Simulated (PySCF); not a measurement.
# C3H6F2Ge: the cost of one run

Programs: PySCF 2.14.0, with density-fitted response routines of our own. Each step states its level of theory. These are calculated values for one molecule in the gas phase, unless marked as measured. Atoms count from 0, in the outputs and in this text.

### 1 Starting geometry

12 atoms, charge 0, multiplicity 1; geometry from: GFN2-xTB. The atoms were then displaced at random by about 0.01 Å, so the start is not that level's minimum.

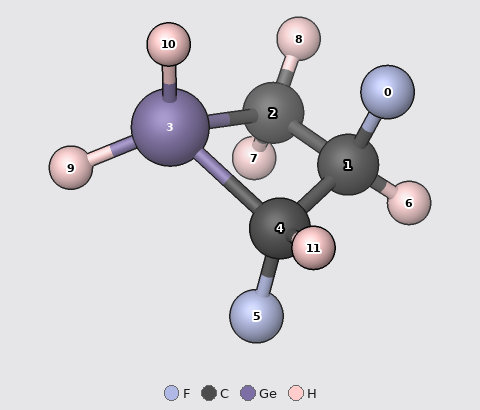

The starting geometry (fluorine light blue, carbon dark grey, germanium purple, hydrogen pink), atoms numbered; sticks join atoms by distance.

### 2 Relaxing the molecule at PBE0-D3(BJ)/def2-SVP

The job: settings as JSON, then the geometry in Å.

```
{"job": {"xc": "PBE0", "basis": "def2-SVP", "d3": "d3bj", "grid": 1, "shake": 0.01, "kind": "geom"}, "charge": 0, "multiplicity": 1}
F     -0.683520     0.004950     1.822900
C     -0.964640     0.102560     0.458590
C     -0.399800    -1.147920    -0.203120
Ge     1.421490    -0.220570    -0.260340
C     -0.024500     1.189360    -0.077900
F     -0.433620     1.605830    -1.325530
H     -2.021930     0.284540     0.340810
H     -0.792470    -1.283360    -1.189130
H     -0.537220    -2.036270     0.419370
H      2.189330    -0.208390    -1.520720
H      2.261550    -0.404170     0.954810
H      0.025020     2.085180     0.571250
```

Command:

```bash
> OMP_NUM_THREADS=1 python probes_run.py task.json out
```

This one command runs all jobs of the session in turn.

**Question.** How long does this first job take on 1 thread of Arm Neoverse V2, shared host, and how much memory does it need?

About 59 s, with a peak of 0.52 GiB.
